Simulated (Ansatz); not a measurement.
# SiPH₂ (doublet): B2PLYP, RPA-PBE over vertical spin and charge gaps and displaced geometries, cc-pVDZ

Aim: run SiPH₂ (doublet) with these functionals over vertical spin and charge gaps and displaced geometries, and hold them against the top wave-function level at the same points.

Computed with Ansatz 0.2.0, Gaussian basis. Level: cc-pVDZ, all electrons in the functionals, frozen cores in the correlation of double hybrids and RPA.

The runs, in order: B2PLYP, RPA-PBE, at charge 0, doublet; charge 0, quartet; charge 1, singlet; charge 1, triplet; displaced geometry v1; displaced geometry v2.

21 further runs of the same task are left out: 2 for a known fault of the program, 4 that didn't finish, 15 set aside as unsound or not needed.

### Step 1. The geometry

The geometry is a PBE0/def2-TZVP stationary point (not a proven minimum).

4 atoms, charge 0, spin multiplicity 2.

Atoms are counted from 1 here; the program's logs count them from 0.

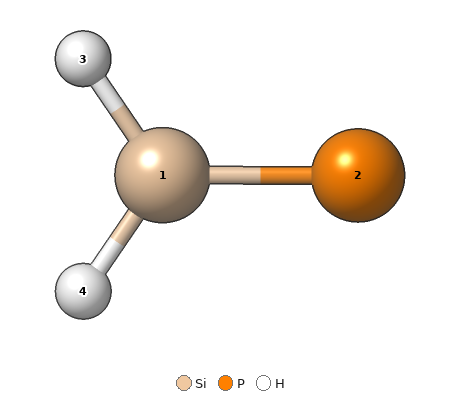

The geometry (silicon light orange, phosphorus orange, hydrogen white); atoms are numbered from 1 in the order of the file.

No dispersion term is added.

The geometry shown and the zero of energy belong to the point charge 0, doublet. The yardstick, RCCSDT(Q), and other wave-function levels (R restricted, U unrestricted, valence and pair active spaces) come from earlier runs.

### Step 2. B2PLYP, charge 0, doublet

File in.yaml:

```yaml
crystal:
  periodic: [false, false, false]
  atoms:
    - {symbol: Si, position_ang: [0.000000, 0.000000, 1.016675]}
    - {symbol: P, position_ang: [0.000000, 0.000000, -1.042393]}
    - {symbol: H, position_ang: [0.000000, 1.227985, 1.851803]}
    - {symbol: H, position_ang: [0.000000, -1.227985, 1.851803]}
basis:
  gaussian: {orbitals: cc-pVDZ}
magnetization: {spin_polarized: true, initial_magnetization: 1}
hamiltonian: {xc: {name: B2PLYP}}
correlation: {electrons: outside_noble_gas}
```

Command:

```bash
> ansatz run in.yaml --threads 1 --pin off --events-out ev --progress --plain --max-ram 2393MiB
```

The log of the run:

```text
Functional definition: B2PLYP
  name "B2PLYP"
  cite "Grimme, J. Chem. Phys. 124, 034108 (2006) doi:10.1063/1.2148954"
  cite "Becke, Phys. Rev. A 38, 3098 (1988) doi:10.1103/PhysRevA.38.3098"
  cite "Lee, Yang & Parr, Phys. Rev. B 37, 785 (1988) doi:10.1103/PhysRevB.37.785"
  parameter a = 0.53
  parameter c = 0.27
  exchange = (1 - a)*b88_x + a*exact_x
  correlation = (1 - c)*lyp_c + c*(mp2_os + mp2_ss)
461 factors; integrals over basis functions are off by at most 1.3e-3 eV
mean field evaluation 1: about -17187.6514 eV, gradient 5.7e0 eV
mean field evaluation 2: about -17187.6525 eV, gradient 5.7e0 eV
mean field evaluation 4: about -17187.9931 eV, gradient 1.3e0 eV
mean field evaluation 8: about -17188.0200 eV, gradient 1.6e-1 eV
mean field evaluation 16: about -17188.0271 eV, gradient 1.6e-4 eV
mean field evaluation 32: about -17187.9055 eV, gradient 1.5e0 eV
mean field -17188.02712227 eV, -631.6483462802 hartree, gradient 2.8e-6 eV, S^2 0.818121; 4 other end points of the search recorded, 0 dependent functions left out
10 core orbitals not correlated: weight in the atoms' cores, before any rotation towards them, 1.000 or more for the frozen orbitals, at most 0.000 for the correlated occupied ones
reference -17188.02725593 eV, -631.6483511921 hartree; 6, 5 occupied and 30, 31 virtual orbitals, 461 factors
second order -6.57051809 eV of doubles, -0.00000000 eV of singles
Total energy: -17189.80129581 eV, -631.7135459553 hartree
```

It took 2.4 s on 1 thread of Arm Neoverse V1, shared host.

From the report: ⟨S²⟩ of the determinant 0.818 (pure doublet: 0.75).

### Step 3. B2PLYP, charge 0, quartet

in.yaml: that of step 2 with these lines changed.

```diff
@@ -9,3 +9,3 @@
   gaussian: {orbitals: cc-pVDZ}
-magnetization: {spin_polarized: true, initial_magnetization: 1}
+magnetization: {spin_polarized: true, initial_magnetization: 3}
 hamiltonian: {xc: {name: B2PLYP}}
```

The command is unchanged.

The log of the run, cut to the lines that bear on the results:

```text
Functional definition: B2PLYP
  name "B2PLYP"
  cite "Grimme, J. Chem. Phys. 124, 034108 (2006) doi:10.1063/1.2148954"
  cite "Becke, Phys. Rev. A 38, 3098 (1988) doi:10.1103/PhysRevA.38.3098"
  cite "Lee, Yang & Parr, Phys. Rev. B 37, 785 (1988) doi:10.1103/PhysRevB.37.785"
[...]
461 factors; integrals over basis functions are off by at most 1.3e-3 eV
[...]
mean field -17186.07955113 eV, -631.5767743608 hartree, gradient 4.0e-6 eV, S^2 3.764236; 0 other end points of the search recorded, 0 dependent functions left out
10 core orbitals not correlated: weight in the atoms' cores, before any rotation towards them, 1.000 or more for the frozen orbitals, at most 0.000 for the correlated occupied ones
reference -17186.07968800 eV, -631.5767793907 hartree; 7, 4 occupied and 29, 32 virtual orbitals, 461 factors
second order -5.52053135 eV of doubles, -0.00000000 eV of singles
Total energy: -17187.57023146 eV, -631.6315558527 hartree
```

Run time: 1.5 s. Hardware: 1 thread of Arm Neoverse V1, shared host.

From the report: ⟨S²⟩ of the determinant 3.764 (pure quartet: 3.75).

From charge 0, doublet: +51.4 kcal/mol.

### Step 4. B2PLYP, charge 1, singlet

in.yaml: that of step 3 with these lines changed.

```diff
@@ -9,3 +9,4 @@
   gaussian: {orbitals: cc-pVDZ}
-magnetization: {spin_polarized: true, initial_magnetization: 3}
+total_charge: 1
+magnetization: {spin_polarized: true, initial_magnetization: 0}
 hamiltonian: {xc: {name: B2PLYP}}
```

The command is unchanged.

The log of the run, cut to the lines that bear on the results:

```text
Functional definition: B2PLYP
  name "B2PLYP"
  cite "Grimme, J. Chem. Phys. 124, 034108 (2006) doi:10.1063/1.2148954"
  cite "Becke, Phys. Rev. A 38, 3098 (1988) doi:10.1103/PhysRevA.38.3098"
  cite "Lee, Yang & Parr, Phys. Rev. B 37, 785 (1988) doi:10.1103/PhysRevB.37.785"
[...]
461 factors; integrals over basis functions are off by at most 1.3e-3 eV
[...]
mean field -17179.41577652 eV, -631.3318851608 hartree, gradient 1.9e-6 eV, S^2 0.828870; 5 other end points of the search recorded, 0 dependent functions left out
10 core orbitals not correlated: weight in the atoms' cores, before any rotation towards them, 1.000 or more for the frozen orbitals, at most 0.000 for the correlated occupied ones
reference -17179.41590050 eV, -631.3318897170 hartree; 5, 5 occupied and 31, 31 virtual orbitals, 461 factors
second order -5.47038102 eV of doubles, -0.00000000 eV of singles
Total energy: -17180.89290337 eV, -631.3861685716 hartree
```

Wall time 4.1 s (1 thread of Arm Neoverse V1, shared host).

From the report: ⟨S²⟩ of the determinant 0.829 (pure singlet: 0.00). The determinant is far from a pure spin state, so its energy mixes those of several spin states (harmless only where they are near-degenerate, as at dissociation).

From charge 0, doublet: +205.4 kcal/mol.

### Step 5. B2PLYP, charge 1, triplet

in.yaml: that of step 4 with these lines changed.

```diff
@@ -10,3 +10,3 @@
 total_charge: 1
-magnetization: {spin_polarized: true, initial_magnetization: 0}
+magnetization: {spin_polarized: true, initial_magnetization: 2}
 hamiltonian: {xc: {name: B2PLYP}}
```

Same command.

The log of the run, cut to the lines that bear on the results:

```text
Functional definition: B2PLYP
  name "B2PLYP"
  cite "Grimme, J. Chem. Phys. 124, 034108 (2006) doi:10.1063/1.2148954"
  cite "Becke, Phys. Rev. A 38, 3098 (1988) doi:10.1103/PhysRevA.38.3098"
  cite "Lee, Yang & Parr, Phys. Rev. B 37, 785 (1988) doi:10.1103/PhysRevB.37.785"
[...]
461 factors; integrals over basis functions are off by at most 1.3e-3 eV
[...]
mean field -17179.57814157 eV, -631.3378519665 hartree, gradient 5.1e-6 eV, S^2 2.007519; 0 other end points of the search recorded, 0 dependent functions left out
10 core orbitals not correlated: weight in the atoms' cores, before any rotation towards them, 1.000 or more for the frozen orbitals, at most 0.000 for the correlated occupied ones
reference -17179.57826832 eV, -631.3378566244 hartree; 6, 4 occupied and 30, 32 virtual orbitals, 461 factors
second order -5.25155231 eV of doubles, -0.00000000 eV of singles
Total energy: -17180.99618744 eV, -631.3899641911 hartree
```

Wall time 1.4 s (1 thread of Arm Neoverse V1, shared host).

From the report: ⟨S²⟩ of the determinant 2.008 (pure triplet: 2.00).

From charge 0, doublet: +203.1 kcal/mol.

### Step 6. B2PLYP, displaced geometry v1

File in.yaml:

```yaml
crystal:
  periodic: [false, false, false]
  atoms:
    - {symbol: Si, position_ang: [0.000563, 0.007798, 1.023614]}
    - {symbol: P, position_ang: [-0.000270, -0.008344, -1.046607]}
    - {symbol: H, position_ang: [0.047694, 1.278951, 1.804976]}
    - {symbol: H, position_ang: [-0.055083, -1.239833, 1.834778]}
basis:
  gaussian: {orbitals: cc-pVDZ}
magnetization: {spin_polarized: true, initial_magnetization: 1}
hamiltonian: {xc: {name: B2PLYP}}
correlation: {electrons: outside_noble_gas}
```

The command is unchanged.

The log of the run, cut to the lines that bear on the results:

```text
Functional definition: B2PLYP
  name "B2PLYP"
  cite "Grimme, J. Chem. Phys. 124, 034108 (2006) doi:10.1063/1.2148954"
  cite "Becke, Phys. Rev. A 38, 3098 (1988) doi:10.1103/PhysRevA.38.3098"
  cite "Lee, Yang & Parr, Phys. Rev. B 37, 785 (1988) doi:10.1103/PhysRevB.37.785"
[...]
461 factors; integrals over basis functions are off by at most 1.3e-3 eV
[...]
mean field -17188.02269348 eV, -631.6481835252 hartree, gradient 4.5e-6 eV, S^2 0.830693; 4 other end points of the search recorded, 0 dependent functions left out
10 core orbitals not correlated: weight in the atoms' cores, before any rotation towards them, 1.000 or more for the frozen orbitals, at most 0.000 for the correlated occupied ones
reference -17188.02282815 eV, -631.6481884740 hartree; 6, 5 occupied and 30, 31 virtual orbitals, 461 factors
second order -6.56694924 eV of doubles, -0.00000000 eV of singles
Total energy: -17189.79590444 eV, -631.7133478260 hartree
```

Run time: 2.4 s. Hardware: 1 thread of Arm Neoverse V1, shared host.

From the report: ⟨S²⟩ of the determinant 0.831 (pure doublet: 0.75).

From charge 0, doublet: +0.1 kcal/mol.

### Step 7. B2PLYP, displaced geometry v2

File in.yaml:

```yaml
crystal:
  periodic: [false, false, false]
  atoms:
    - {symbol: Si, position_ang: [0.085156, -0.002541, 1.010382]}
    - {symbol: P, position_ang: [-0.079718, 0.005833, -1.037092]}
    - {symbol: H, position_ang: [-0.003098, 1.201394, 1.848924]}
    - {symbol: H, position_ang: [0.080011, -1.309845, 1.867138]}
basis:
  gaussian: {orbitals: cc-pVDZ}
magnetization: {spin_polarized: true, initial_magnetization: 1}
hamiltonian: {xc: {name: B2PLYP}}
correlation: {electrons: outside_noble_gas}
```

The command is unchanged.

The log of the run, cut to the lines that bear on the results:

```text
Functional definition: B2PLYP
  name "B2PLYP"
  cite "Grimme, J. Chem. Phys. 124, 034108 (2006) doi:10.1063/1.2148954"
  cite "Becke, Phys. Rev. A 38, 3098 (1988) doi:10.1103/PhysRevA.38.3098"
  cite "Lee, Yang & Parr, Phys. Rev. B 37, 785 (1988) doi:10.1103/PhysRevB.37.785"
[...]
461 factors; integrals over basis functions are off by at most 1.4e-3 eV
[...]
mean field -17187.96224869 eV, -631.6459622202 hartree, gradient 7.2e-6 eV, S^2 0.819810; 4 other end points of the search recorded, 0 dependent functions left out
10 core orbitals not correlated: weight in the atoms' cores, before any rotation towards them, 1.000 or more for the frozen orbitals, at most 0.000 for the correlated occupied ones
reference -17187.96238333 eV, -631.6459671679 hartree; 6, 5 occupied and 30, 31 virtual orbitals, 461 factors
second order -6.58550192 eV of doubles, -0.00000000 eV of singles
Total energy: -17189.74046885 eV, -631.7113106055 hartree
```

It took 2.9 s on 1 thread of Arm Neoverse V1, shared host.

From the report: ⟨S²⟩ of the determinant 0.820 (pure doublet: 0.75).

From charge 0, doublet: +1.4 kcal/mol.

### Step 8. RPA-PBE, charge 0, doublet

File in.yaml:

```yaml
crystal:
  periodic: [false, false, false]
  atoms:
    - {symbol: Si, position_ang: [0.000000, 0.000000, 1.016675]}
    - {symbol: P, position_ang: [0.000000, 0.000000, -1.042393]}
    - {symbol: H, position_ang: [0.000000, 1.227985, 1.851803]}
    - {symbol: H, position_ang: [0.000000, -1.227985, 1.851803]}
basis:
  gaussian: {orbitals: cc-pVDZ}
magnetization: {spin_polarized: true, initial_magnetization: 1}
hamiltonian: {xc: {name: PBE}}
correlation: {method: rpa, electrons: outside_noble_gas}
```

Same command.

The log of the run, cut to the lines that bear on the results:

```text
Functional definition: PBE
  name "PBE"
  cite "Perdew, Burke & Ernzerhof, Phys. Rev. Lett. 77, 3865 (1996) doi:10.1103/PhysRevLett.77.3865"
  parent pbe
[...]
461 factors; integrals over basis functions are off by at most 1.3e-3 eV
[...]
mean field -17188.49690891 eV, -631.6656106208 hartree, gradient 1.1e-6 eV, S^2 0.764462; 6 other end points of the search recorded, 0 dependent functions left out
10 core orbitals not correlated: weight in the atoms' cores, before any rotation towards them, 1.000 or more for the frozen orbitals, at most 0.000 for the correlated occupied ones
reference -17163.83830399 eV, -630.7594236043 hartree; 6, 5 occupied and 30, 31 virtual orbitals, 461 factors
Total energy: -17173.84346892 eV, -631.1271066336 hartree
```

It took 3.7 s on 1 thread of Arm Neoverse V1, shared host.

From the report: ⟨S²⟩ of the determinant 0.764 (pure doublet: 0.75).

### Step 9. RPA-PBE, charge 0, quartet

in.yaml: that of step 8 with these lines changed.

```diff
@@ -9,3 +9,3 @@
   gaussian: {orbitals: cc-pVDZ}
-magnetization: {spin_polarized: true, initial_magnetization: 1}
+magnetization: {spin_polarized: true, initial_magnetization: 3}
 hamiltonian: {xc: {name: PBE}}
```

Launched as before.

The log of the run, cut to the lines that bear on the results:

```text
Functional definition: PBE
  name "PBE"
  cite "Perdew, Burke & Ernzerhof, Phys. Rev. Lett. 77, 3865 (1996) doi:10.1103/PhysRevLett.77.3865"
  parent pbe
[...]
461 factors; integrals over basis functions are off by at most 1.3e-3 eV
[...]
mean field -17186.27113751 eV, -631.5838150306 hartree, gradient 5.3e-6 eV, S^2 3.757894; 0 other end points of the search recorded, 0 dependent functions left out
10 core orbitals not correlated: weight in the atoms' cores, before any rotation towards them, 1.000 or more for the frozen orbitals, at most 0.000 for the correlated occupied ones
reference -17162.55478266 eV, -630.7122550654 hartree; 7, 4 occupied and 29, 32 virtual orbitals, 461 factors
Total energy: -17171.57644463 eV, -631.0437950274 hartree
```

Run time: 1.3 s. Hardware: 1 thread of Arm Neoverse V1, shared host.

From the report: ⟨S²⟩ of the determinant 3.758 (pure quartet: 3.75).

From charge 0, doublet: +52.3 kcal/mol.

### Step 10. RPA-PBE, charge 1, singlet

in.yaml: that of step 9 with these lines changed.

```diff
@@ -9,3 +9,4 @@
   gaussian: {orbitals: cc-pVDZ}
-magnetization: {spin_polarized: true, initial_magnetization: 3}
+total_charge: 1
+magnetization: {spin_polarized: true, initial_magnetization: 0}
 hamiltonian: {xc: {name: PBE}}
```

Launched as before.

The log of the run, cut to the lines that bear on the results:

```text
Functional definition: PBE
  name "PBE"
  cite "Perdew, Burke & Ernzerhof, Phys. Rev. Lett. 77, 3865 (1996) doi:10.1103/PhysRevLett.77.3865"
  parent pbe
[...]
461 factors; integrals over basis functions are off by at most 1.3e-3 eV
[...]
mean field -17179.48139340 eV, -631.3342965368 hartree, gradient 1.1e-6 eV, S^2 0.684107; 11 other end points of the search recorded, 0 dependent functions left out
10 core orbitals not correlated: weight in the atoms' cores, before any rotation towards them, 1.000 or more for the frozen orbitals, at most 0.000 for the correlated occupied ones
reference -17155.58523707 eV, -630.4561289890 hartree; 5, 5 occupied and 31, 31 virtual orbitals, 461 factors
Total energy: -17164.90911776 eV, -630.7987752845 hartree
```

Wall time 6.5 s (1 thread of Arm Neoverse V1, shared host).

From the report: ⟨S²⟩ of the determinant 0.684 (pure singlet: 0.00). The determinant is far from a pure spin state, so its energy mixes those of several spin states (harmless only where they are near-degenerate, as at dissociation).

From charge 0, doublet: +206.0 kcal/mol.

### Step 11. RPA-PBE, charge 1, triplet

in.yaml: that of step 10 with these lines changed.

```diff
@@ -10,3 +10,3 @@
 total_charge: 1
-magnetization: {spin_polarized: true, initial_magnetization: 0}
+magnetization: {spin_polarized: true, initial_magnetization: 2}
 hamiltonian: {xc: {name: PBE}}
```

Launched as before.

The log of the run, cut to the lines that bear on the results:

```text
Functional definition: PBE
  name "PBE"
  cite "Perdew, Burke & Ernzerhof, Phys. Rev. Lett. 77, 3865 (1996) doi:10.1103/PhysRevLett.77.3865"
  parent pbe
[...]
461 factors; integrals over basis functions are off by at most 1.3e-3 eV
[...]
mean field -17179.50732241 eV, -631.3352494103 hartree, gradient 3.4e-6 eV, S^2 2.004303; 4 other end points of the search recorded, 0 dependent functions left out
10 core orbitals not correlated: weight in the atoms' cores, before any rotation towards them, 1.000 or more for the frozen orbitals, at most 0.000 for the correlated occupied ones
reference -17156.18481232 eV, -630.4781629729 hartree; 6, 4 occupied and 30, 32 virtual orbitals, 461 factors
Total energy: -17164.96510543 eV, -630.8008327933 hartree
```

It took 3.6 s on 1 thread of Arm Neoverse V1, shared host.

From the report: ⟨S²⟩ of the determinant 2.004 (pure triplet: 2.00).

From charge 0, doublet: +204.7 kcal/mol.

### Step 12. RPA-PBE, displaced geometry v1

File in.yaml:

```yaml
crystal:
  periodic: [false, false, false]
  atoms:
    - {symbol: Si, position_ang: [0.000563, 0.007798, 1.023614]}
    - {symbol: P, position_ang: [-0.000270, -0.008344, -1.046607]}
    - {symbol: H, position_ang: [0.047694, 1.278951, 1.804976]}
    - {symbol: H, position_ang: [-0.055083, -1.239833, 1.834778]}
basis:
  gaussian: {orbitals: cc-pVDZ}
magnetization: {spin_polarized: true, initial_magnetization: 1}
hamiltonian: {xc: {name: PBE}}
correlation: {method: rpa, electrons: outside_noble_gas}
```

Same command.

The log of the run, cut to the lines that bear on the results:

```text
Functional definition: PBE
  name "PBE"
  cite "Perdew, Burke & Ernzerhof, Phys. Rev. Lett. 77, 3865 (1996) doi:10.1103/PhysRevLett.77.3865"
  parent pbe
[...]
461 factors; integrals over basis functions are off by at most 1.3e-3 eV
[...]
mean field -17188.50136264 eV, -631.6657742922 hartree, gradient 8.1e-6 eV, S^2 0.765619; 4 other end points of the search recorded, 0 dependent functions left out
10 core orbitals not correlated: weight in the atoms' cores, before any rotation towards them, 1.000 or more for the frozen orbitals, at most 0.000 for the correlated occupied ones
reference -17163.83180107 eV, -630.7591846263 hartree; 6, 5 occupied and 30, 31 virtual orbitals, 461 factors
Total energy: -17173.84774116 eV, -631.1272636354 hartree
```

It took 2.4 s on 1 thread of Arm Neoverse V1, shared host.

From the report: ⟨S²⟩ of the determinant 0.766 (pure doublet: 0.75).

From charge 0, doublet: -0.1 kcal/mol.

### Step 13. RPA-PBE, displaced geometry v2

File in.yaml:

```yaml
crystal:
  periodic: [false, false, false]
  atoms:
    - {symbol: Si, position_ang: [0.085156, -0.002541, 1.010382]}
    - {symbol: P, position_ang: [-0.079718, 0.005833, -1.037092]}
    - {symbol: H, position_ang: [-0.003098, 1.201394, 1.848924]}
    - {symbol: H, position_ang: [0.080011, -1.309845, 1.867138]}
basis:
  gaussian: {orbitals: cc-pVDZ}
magnetization: {spin_polarized: true, initial_magnetization: 1}
hamiltonian: {xc: {name: PBE}}
correlation: {method: rpa, electrons: outside_noble_gas}
```

Launched as before.

The log of the run, cut to the lines that bear on the results:

```text
Functional definition: PBE
  name "PBE"
  cite "Perdew, Burke & Ernzerhof, Phys. Rev. Lett. 77, 3865 (1996) doi:10.1103/PhysRevLett.77.3865"
  parent pbe
[...]
461 factors; integrals over basis functions are off by at most 1.4e-3 eV
[...]
mean field -17188.45906581 eV, -631.6642199126 hartree, gradient 7.8e-6 eV, S^2 0.764484; 4 other end points of the search recorded, 0 dependent functions left out
10 core orbitals not correlated: weight in the atoms' cores, before any rotation towards them, 1.000 or more for the frozen orbitals, at most 0.000 for the correlated occupied ones
reference -17163.75674862 eV, -630.7564264995 hartree; 6, 5 occupied and 30, 31 virtual orbitals, 461 factors
Total energy: -17173.78812441 eV, -631.1250727604 hartree
```

Wall time 2.3 s (1 thread of Arm Neoverse V1, shared host).

From the report: ⟨S²⟩ of the determinant 0.764 (pure doublet: 0.75).

From charge 0, doublet: +1.3 kcal/mol.

### Step 14. The comparison

The yardstick is RCCSDT(Q), where the cluster series has nearly closed. It comes from earlier runs at the same points. Energies in kcal/mol, counted from charge 0, doublet; blanks weren't run or aren't comparable.

```tsv
level	doublet to quartet	ionisation to the singlet cation	ionisation to the triplet cation	displacement v1	displacement v2
RCCSDT(Q)	51.1		202.0	-0.1	1.4
B2PLYP	51.4	205.4	203.1	0.1	1.4
RPA-PBE	52.3	206.0	204.7	-0.1	1.3
```

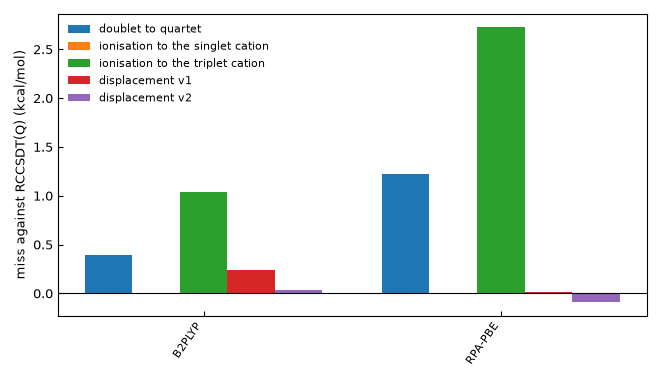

Misses of the gaps against RCCSDT(Q).

Largest miss and mean time a point (RCCSDT(Q) took 20 s a point; shared hosts):

```tsv
level	largest miss (kcal/mol)	where	time a point
B2PLYP	+1.0	ionisation to the triplet cation	2.5 s
RPA-PBE	+2.7	ionisation to the triplet cation	3.3 s
```

### Step 15. Outcome

| quantity | value |
| --- | --- |
| doublet to quartet, RCCSDT(Q) | 51.1 kcal/mol |
| ionisation to the triplet cation, RCCSDT(Q) | 202.0 kcal/mol |
| displacement v1, RCCSDT(Q) | -0.1 kcal/mol |
| displacement v2, RCCSDT(Q) | 1.4 kcal/mol |
| largest miss, B2PLYP | +1.0 kcal/mol (ionisation to the triplet cation) |
| largest miss, RPA-PBE | +2.7 kcal/mol (ionisation to the triplet cation) |

What this shows: Misses are known at 4 of 5 points at best, and only functionals with that many are ranked. Of the functionals, B2PLYP keep the smallest largest miss at the points compared (at most 1.0 kcal/mol) and RPA-PBE strays most (2.7 kcal/mol, at ionisation to the triplet cation). B2PLYP, RPA-PBE clearly break the spin symmetry at some points (⟨S²⟩ up to 0.83 above the pure value), so energy there is bought with a mixed spin. Functionals and the yardstick converge differently with the basis, so part of each miss in cc-pVDZ is the basis.
